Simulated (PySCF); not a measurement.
| atom | x (Å) | y (Å) | z (Å) |
| --- | --- | --- | --- |
| C | 2.4949 | 0.4100 | 1.8807 |
| C | 2.5472 | -0.2321 | 0.8703 |
| C | 2.5182 | -0.9780 | -0.3564 |
| Si | 0.7625 | -0.8449 | -1.1427 |
| Si | 0.1111 | 1.4313 | -1.2323 |
| Si | -1.3613 | 1.0448 | 0.5949 |
| N | -3.0584 | 1.3631 | 0.4582 |
| Si | -0.9104 | -1.2577 | 0.4701 |
| O | -2.2506 | -1.8540 | -0.2838 |
| H | 2.5056 | 0.9603 | 2.7731 |
| H | 3.2685 | -0.5758 | -1.0387 |
| H | 2.7846 | -2.0164 | -0.1524 |
| H | 0.9132 | -1.6579 | -2.3770 |
| H | 1.1785 | 2.4345 | -1.0927 |
| H | -0.5212 | 1.8390 | -2.5033 |
| H | -1.0349 | 1.7890 | 1.8237 |
| H | -3.3965 | 2.3106 | 0.4029 |
| H | -3.5963 | 0.7725 | -0.1547 |
| H | -0.6431 | -2.1606 | 1.6058 |
| H | -2.3169 | -2.7669 | -0.5489 |

Geometry: GFN2-xTB.

Method: PBE0/pcSseg-1, SCF density, gas phase, non-relativistic (PySCF 2.14.0).

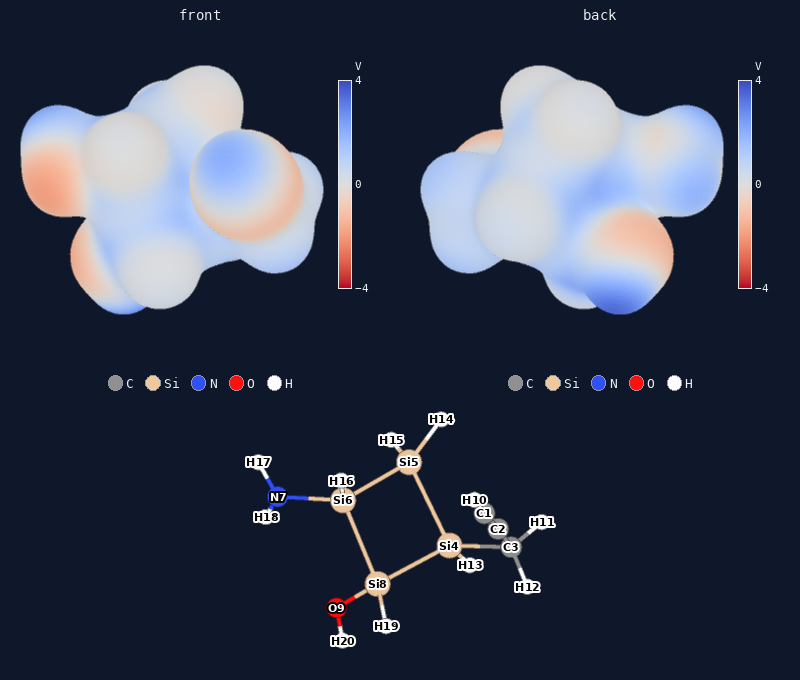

C3H11NOSi4. The molecular electrostatic potential painted on the density surface at 0.004 e/bohr³, seen from the front and from behind; the colour scale runs from red (negative) to blue (positive). The bare structure is drawn below in the same view.

### Describe the electrostatic potential map.

The most negative region (about −1.7 V, or −39 kcal/mol for a unit charge) lies over N7, the most positive (about +3.2 V, or +74 kcal/mol for a unit charge) over H20. N7 is the likeliest acceptor of a hydrogen bond.

### How polar is the molecule by this calculation?

Its dipole moment is 1.57 D.
